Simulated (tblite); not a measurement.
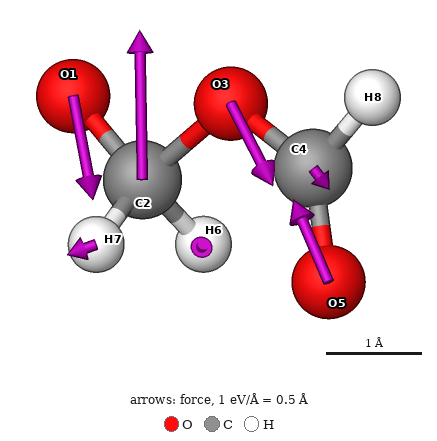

Starting geometry of C$_{2}$H$_{3}$O$_{3}$ (multiplicity 2) with the computed forces as purple arrows. Style: ball-and-stick. Shown from a free direction.

All numbers below come from GFN2-xTB geometry optimisation, gas phase (tblite 0.8.0). 

**Is this structure relaxed? If not, where do the atoms go?**

It isn't relaxed: the largest force vector, on C2, is 3.18 eV/Å. The final displacements follow the starting forces only in part (cosine between the two patterns 0.58). The atom that moves furthest after the best rigid fit is O1 (0.13 Å). By element the largest moves are O 0.13 Å, C 0.08 Å, H 0.05 Å. Near-neighbour distances that change, for instance: O1–C2 1.315 → 1.264 Å, C2–H6 1.104 → 1.130 Å, C2–O3 1.466 → 1.442 Å, C4–O5 1.215 → 1.195 Å. Among the angles between lasting bonds that change: O1–C2–O3 104.9° → 115.6°, O1–C2–H7 119.3° → 113.5°, O1–C2–H6 118.1° → 113.5°. The energy falls by 0.287 eV in 18 geometry steps.
